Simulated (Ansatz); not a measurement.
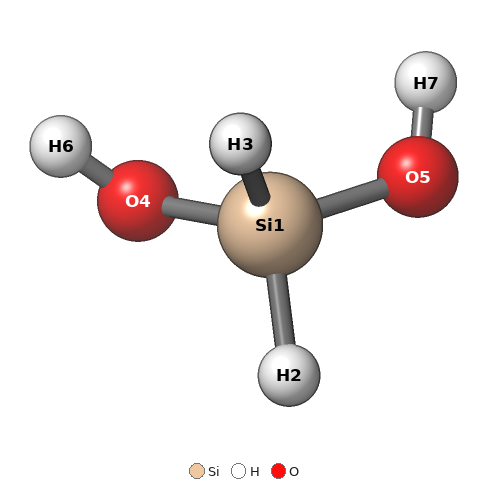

The computed structure is the end point of a PBE0-D4/def2-TZVP optimisation.

Question: What is the geometry at Si1?

Answer: Si1 has 4 neighbours (H2 at 1.48, H3 at 1.49, O4 at 1.64, O5 at 1.64 Å); the arrangement is tetrahedral.

Question: What is the geometry at O4?

Answer: O4 has 2 neighbours (Si1 at 1.64, H6 at 0.96 Å); the arrangement is bent.

Question: How are the neighbours of atom 5 arranged?

Answer: O5 has 2 neighbours (Si1 at 1.64, H7 at 0.96 Å); the arrangement is bent.
